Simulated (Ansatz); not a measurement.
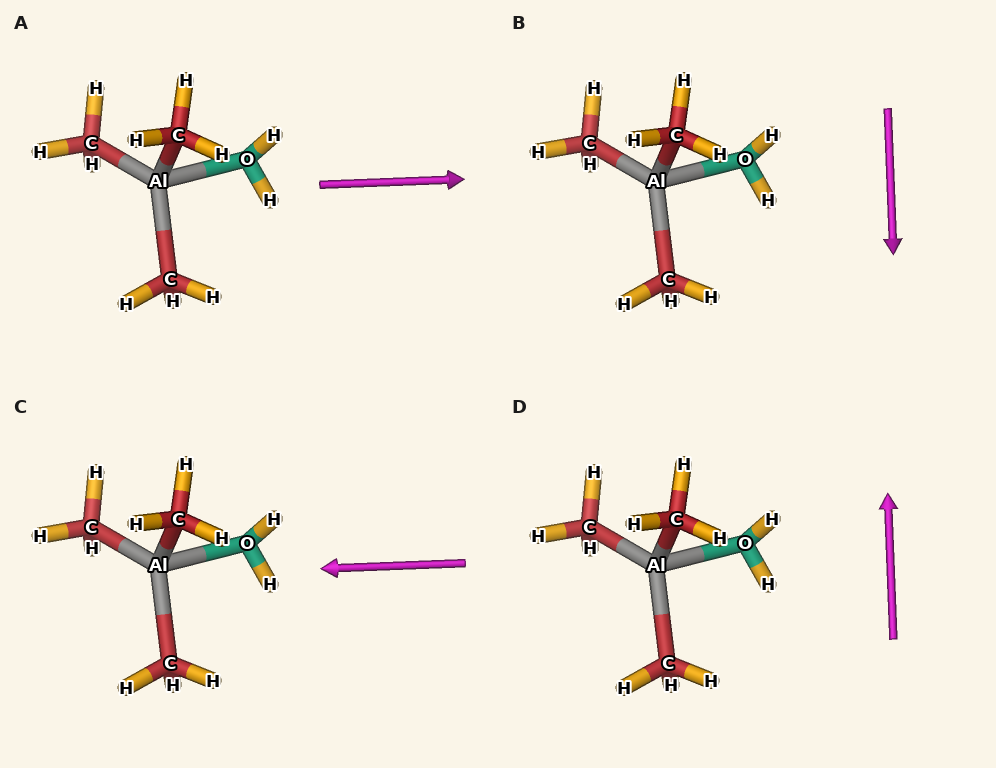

The same molecule four times, each with an arrow. The geometry was computed by an optimisation with PBE-D4/def2-SVP. No frequency run is at hand to confirm it as a minimum. Method: RKS PBE-D4/def2-SVP (Ansatz 0.2.0).

Question: Which arrow points along the dipole moment, from the negative to the positive end?

Answer: A. The dipole moment is 3.93 D.
